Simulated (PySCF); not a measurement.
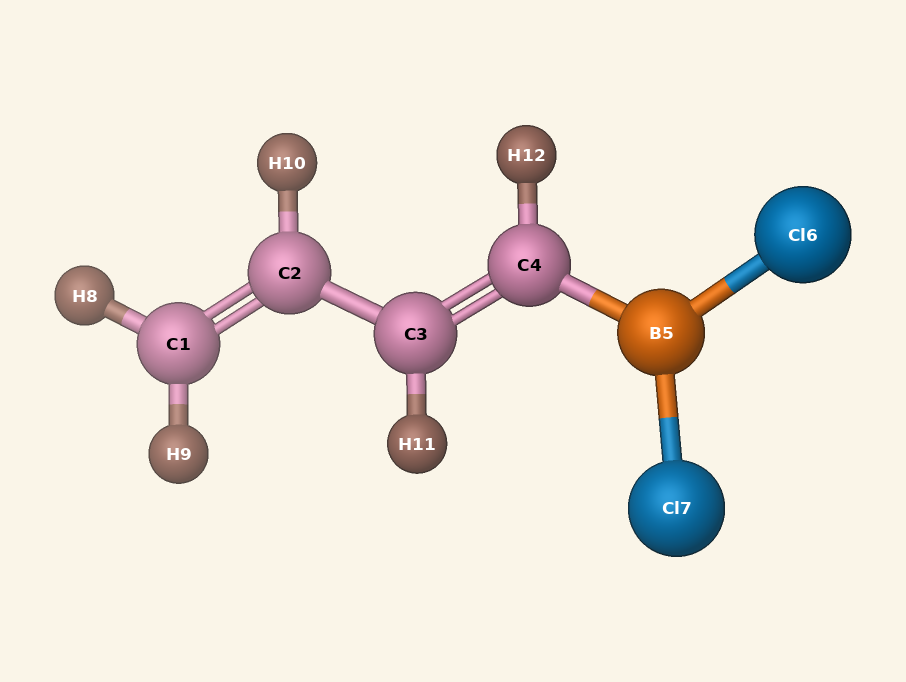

Depth is shown by fading: the farther an atom, the more it takes the colour of the background. The computed structure is the end point of a PBE0-D3(BJ)/def2-SVP optimisation. No frequency run is at hand to confirm it as a minimum.

**Find the stereocentres and stereogenic double bonds.**

Double bonds: C3=C4.

**Assign CIP descriptors.**

C3=C4: E.

**Give a SMILES with the stereochemistry.**

C=C/C=C/B(Cl)Cl
